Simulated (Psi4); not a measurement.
# C2H5AlO (charge +1): single-point calculation

C2H5AlO, charge +1, multiplicity 2, computed with wB97X-V/6-31G*, UKS (Psi4 1.11).

The geometry is that of the parent species in another charge or spin state. The geometry comes from this level: PBE0-D4/def2-TZVP.

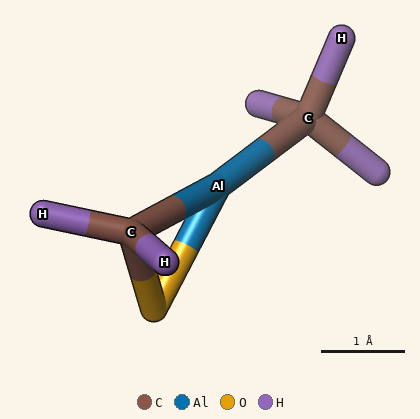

Figure 1. The structure (stick view, seen at a tilt). Sticks mark near contacts. Bond lengths as drawn: Al–C 1.88 to 1.93 Å, Al–O 1.71 Å, C–H 1.09 Å and C–O 1.49 Å.

Results in brief:

| quantity | value |
| --- | --- |
| outcome | converged |
| total energy | −396.428488 hartree |
| basis functions | 70 |
| ⟨S²⟩ | 0.754 |
| hardware | 1 thread of Intel Xeon (Granite Rapids), 64 GiB of memory available, shared host |
| wall time | 2.3 min |
| peak memory | 1.1 GiB |

The input (calc.py):
```python
import psi4

psi4.set_memory('2200 MB')
psi4.set_num_threads(1)
psi4.set_output_file('output.dat', False)

molecule = psi4.geometry("""
1 2
C     -0.670900     1.320200    -1.081500
Al     0.051300    -0.076700     0.044200
C      0.678700    -1.280200     1.349300
O      0.789300    -1.609500    -0.097900
H      0.039700     1.575000    -1.872100
H     -0.900200     2.226000    -0.517500
H     -1.591200     0.976800    -1.562100
H      0.038500    -1.980500     1.887700
H      1.653200    -1.197400     1.832800
symmetry c1
""")

psi4.set_options({
    'basis': '6-31G*',
    'reference': 'uks',
    'puream': True,
    'e_convergence': 1e-09,
    'd_convergence': 1e-08,
    'scf_type': 'pk',
    'dft_radial_points': 99,
    'dft_spherical_points': 590,
    'maxiter': 100,
})

e = psi4.energy("wb97x-v")
print('E =', round(e, 9))
```

Launched with:
```bash
python calc.py
```

The program's output:
```
Psi4 1.11 release

   => Loading Basis Set <=

    Name: 6-31G*
    Role: ORBITAL
    Keyword: BASIS

         ---------------------------------------------------------
                                   SCF
                              UKS Reference
                        1 Threads,   2098 MiB Core
         ---------------------------------------------------------

  ==> Geometry <==

    Molecular point group: c1
    Full point group: C1

    Geometry (in Angstrom), charge = 1, multiplicity = 2:

       Center              X                  Y                   Z               Mass
    ------------   -----------------  -----------------  -----------------  -----------------
         C           -0.856090375807     1.677357165432    -1.117704287676    12.000000000000
         AL          -0.133890375807     0.280457165432     0.007995712324    26.981538530000
         C            0.493509624193    -0.923042834568     1.313095712324    12.000000000000
         O            0.604109624193    -1.252342834568    -0.134104287676    15.994914619570
         H           -0.145490375807     1.932157165432    -1.908304287676     1.007825032230
         H           -1.085390375807     2.583157165432    -0.553704287676     1.007825032230
         H           -1.776390375807     1.333957165432    -1.598304287676     1.007825032230
         H           -0.146690375807    -1.623342834568     1.851495712324     1.007825032230
         H            1.468009624193    -0.840242834568     1.796595712324     1.007825032230

  Running in c1 symmetry.

  Rotational constants: A =      0.76194  B =      0.11891  C =      0.10703 [cm^-1]
  Rotational constants: A =  22842.26486  B =   3564.92729  C =   3208.68645 [MHz]
  Nuclear repulsion =  145.500629802387095

  Charge       = 1
  Multiplicity = 2
  Electrons    = 37
  Nalpha       = 19
  Nbeta        = 18

  ==> Algorithm <==

  SCF Algorithm Type is PK.
  DIIS enabled.
  MOM disabled.
  Fractional occupation disabled.
  Guess Type is SAD.
  Energy threshold   = 1.00e-09
  Density threshold  = 1.00e-08
  Integral threshold = 1.00e-12

  ==> Primary Basis <==

  Basis Set: 6-31G*
    Blend: 6-31G*
    Number of shells: 36
    Number of basis functions: 70
    Number of Cartesian functions: 74
    Spherical Harmonics?: true
    Max angular momentum: 2

  ==> DFT Potential <==

   => LibXC <=

    Version 7.1.2

   => Composite Functional: WB97X-V <=

    wB97X-V Hyb-GGA Exchange-Correlation Functional

    Deriv               =              1
    GGA                 =           TRUE
    Meta                =          FALSE

    Exchange Hybrid     =           TRUE
    MP2 Hybrid          =          FALSE

   => Exchange-Correlation Functionals <=

    1.0000   wB97X-V range-separated functional

   => Exact (HF) Exchange <=

    0.8330            HF,LR [omega = 0.3000]
    0.1670               HF

   => LibXC Density Thresholds  <==

    XC_HYB_GGA_XC_WB97X_V:  1.00E-14

   => VV10 Non-Local Parameters <=

    VV10 B              =     6.0000E+00
    VV10 C              =     1.0000E-02

   => Molecular Quadrature <=

    Radial Scheme          =       TREUTLER
    Pruning Scheme         =           NONE
    Nuclear Scheme         =       TREUTLER

    Blocking Scheme        =         OCTREE
    BS radius alpha        =              1
    Pruning alpha          =              1
    Radial Points          =             99
    Spherical Points       =            590
    Total Points           =         500448
    Total Blocks           =           3565
    Max Points             =            256
    Max Functions          =             69
    Weights Tolerance      =       1.00E-15

  ==> Integral Setup <==

  Using in-core PK algorithm.
   Calculation information:
      Number of atoms:                   9
      Number of AO shells:              36
      Number of primitives:             92
      Number of atomic orbitals:        74
      Number of basis functions:        70

      Integral cutoff                 1.00e-12
      Number of threads:                 1

  Performing in-core PK
  Using 9266565 doubles for integral storage.
  We computed 199546 shell quartets total.
  Whereas there are 222111 unique shell quartets.

  Computing range-separated integrals for PK
  We computed 199546 wK shell quartets total.
  Whereas there are 222111 wK unique shell quartets.

  ==> DiskJK: Disk-Based J/K Matrices <==

    J tasked:                  Yes
    K tasked:                  Yes
    wK tasked:                 Yes
    Omega:               3.000E-01
    Memory [MiB]:              787
    Schwarz Cutoff:          1E-12

  Cached 100.0% of DFT collocation blocks in 0.768 [GiB].

  Minimum eigenvalue in the overlap matrix is 1.5708993065E-02.
  Reciprocal condition number of the overlap matrix is 3.2053718644E-03.
    Using symmetric orthogonalization.

  ==> Pre-Iterations <==

  SCF Guess: Superposition of Atomic Densities via on-the-fly atomic UHF (no occupation information).

   -------------------------
    Irrep   Nso     Nmo
   -------------------------
     A         70      70
   -------------------------
    Total      70      70
   -------------------------

  ==> Iterations <==

                        Total Energy        Delta E     RMS |[F,P]|

   @UKS iter SAD:  -395.73098733165659   -3.95731e+02   0.00000e+00
   @UKS iter   1:  -396.25445113002951   -5.23464e-01   8.29201e-03 DIIS/ADIIS
   @UKS iter   2:  -396.26452444878248   -1.00733e-02   8.93578e-03 DIIS/ADIIS
   @UKS iter   3:  -396.42138802447721   -1.56864e-01   1.73472e-03 DIIS/ADIIS
   @UKS iter   4:  -396.42769656327573   -6.30854e-03   4.57467e-04 DIIS/ADIIS
   @UKS iter   5:  -396.42838752450308   -6.90961e-04   1.01999e-04 DIIS/ADIIS
   @UKS iter   6:  -396.42845520418780   -6.76797e-05   4.75367e-05 DIIS
   @UKS iter   7:  -396.42847853974484   -2.33356e-05   2.35315e-05 DIIS
   @UKS iter   8:  -396.42848647224542   -7.93250e-06   1.00190e-05 DIIS
   @UKS iter   9:  -396.42848815798538   -1.68574e-06   2.22678e-06 DIIS
   @UKS iter  10:  -396.42848824586241   -8.78770e-08   7.85410e-07 DIIS
   @UKS iter  11:  -396.42848825853946   -1.26770e-08   4.16412e-07 DIIS
   @UKS iter  12:  -396.42848826238793   -3.84847e-09   2.03959e-07 DIIS
   @UKS iter  13:  -396.42848826338627   -9.98341e-10   6.48366e-08 DIIS
   @UKS iter  14:  -396.42848826345335   -6.70752e-11   4.64065e-08 DIIS
   @UKS iter  15:  -396.42848826346989   -1.65414e-11   8.78209e-09 DIIS
  Energy and wave function converged.

  ==> Post-Iterations <==

   Electrons on quadrature grid:
      Nalpha   =   18.9999996708 ; deviation = -3.292e-07
      Nbeta    =   17.9999996354 ; deviation = -3.646e-07
      Ntotal   =   36.9999993061 ; deviation = -6.939e-07

   @Spin Contamination Metric:   4.325190453E-03
   @S^2 Expected:                7.500000000E-01
   @S^2 Observed:                7.543251905E-01
   @S   Expected:                5.000000000E-01
   @S   Observed:                5.000000000E-01

    Orbital Energies [Eh]
    ---------------------

    Alpha Occupied:

       1A    -56.334827     2A    -19.499995     3A    -10.580574
       4A    -10.461131     5A     -4.517445     6A     -3.063972
       7A     -3.062646     8A     -3.056799     9A     -1.382746
      10A     -1.025846    11A     -1.011149    12A     -0.825716
      13A     -0.804705    14A     -0.761021    15A     -0.699743
      16A     -0.698629    17A     -0.645624    18A     -0.642190
      19A     -0.618836

    Alpha Virtual:

      20A     -0.160155    21A     -0.152356    22A     -0.099863
      23A     -0.014240    24A     -0.007426    25A      0.020473
      26A      0.051570    27A      0.062032    28A      0.069089
      29A      0.105704    30A      0.150941    31A      0.159843
      32A      0.201324    33A      0.306208    34A      0.313410
      35A      0.330714    36A      0.377813    37A      0.390925
      38A      0.436301    39A      0.487617    40A      0.573638
      41A      0.592870    42A      0.669822    43A      0.681122
      44A      0.753656    45A      0.783383    46A      0.811724
      47A      0.831465    48A      0.841333    49A      0.845825
      50A      0.913523    51A      0.963860    52A      0.985300
      53A      1.091819    54A      1.152904    55A      1.372742
      56A      1.472994    57A      1.632445    58A      1.638387
      59A      1.662166    60A      1.771649    61A      1.813381
      62A      1.944146    63A      1.976198    64A      2.095048
      65A      2.125336    66A      2.177801    67A      2.181658
      68A      2.209316    69A      2.379100    70A      2.659131

    Beta Occupied:

       1A    -56.334466     2A    -19.490919     3A    -10.574856
       4A    -10.460987     5A     -4.516967     6A     -3.063789
       7A     -3.060577     8A     -3.056527     9A     -1.358053
      10A     -1.010393    11A     -0.995807    12A     -0.796370
      13A     -0.766503    14A     -0.745805    15A     -0.698553
      16A     -0.698293    17A     -0.630729    18A     -0.628310

    Beta Virtual:

      19A     -0.310529    20A     -0.150550    21A     -0.144136
      22A     -0.092381    23A     -0.011789    24A      0.006620
      25A      0.024558    26A      0.056044    27A      0.065067
      28A      0.071634    29A      0.111363    30A      0.152399
      31A      0.167369    32A      0.203644    33A      0.312022
      34A      0.316900    35A      0.340444    36A      0.379983
      37A      0.397551    38A      0.451780    39A      0.493892
      40A      0.581744    41A      0.593808    42A      0.679106
      43A      0.684441    44A      0.759696    45A      0.794182
      46A      0.821159    47A      0.832371    48A      0.846486
      49A      0.858248    50A      0.921566    51A      0.976392
      52A      0.996353    53A      1.103920    54A      1.154113
      55A      1.390608    56A      1.487047    57A      1.640036
      58A      1.650672    59A      1.670264    60A      1.791002
      61A      1.830024    62A      1.960092    63A      1.992577
      64A      2.109484    65A      2.137870    66A      2.179516
      67A      2.182386    68A      2.218404    69A      2.400510
      70A      2.673261

    Final Occupation by Irrep:
              A
    DOCC [    18 ]
    SOCC [     1 ]
    NA   [    19 ]
    NB   [    18 ]

  @UKS Final Energy:  -396.42848826346989

   => Energetics <=

    Nuclear Repulsion Energy =            145.5006298023870954
    One-Electron Energy =                -826.1303399413683337
    Two-Electron Energy =                 312.5319696401974738
    DFT Exchange-Correlation Energy =     -28.4826222583626780
    Empirical Dispersion Energy =           0.0000000000000000
    VV10 Nonlocal Energy =                  0.1518744936764611
    Total Energy =                       -396.4284882634698874

  UHF NO Occupations:
  HONO-2 :   17  A 1.9998280
  HONO-1 :   18  A 1.9983222
  HONO-0 :   19  A 1.0000000
  LUNO+0 :   20  A 0.0016778
  LUNO+1 :   21  A 0.0001720
  LUNO+2 :   22  A 0.0001112
  LUNO+3 :   23  A 0.0000811

Computation Completed

Properties will be evaluated at   0.000000,   0.000000,   0.000000 [a0]

Properties computed using the SCF density matrix

 Multipole Moments:

 ------------------------------------------------------------------------------------
     Multipole            Electronic (a.u.)      Nuclear  (a.u.)        Total (a.u.)
 ------------------------------------------------------------------------------------

 L = 1.  Multiply by 2.5417464519 to convert [e a0] to [Debye]
 Dipole X            :          1.1870884           -1.4534531           -0.2663647
 Dipole Y            :         -2.2961443            2.9078582            0.6117139
 Dipole Z            :          1.3327127           -0.3945048            0.9382080
 Magnitude           :                                                    1.1512507

 ------------------------------------------------------------------------------------

	total time  =        137 seconds =       2.28 minutes
```

Standard output:
```
E = -396.428488263
```
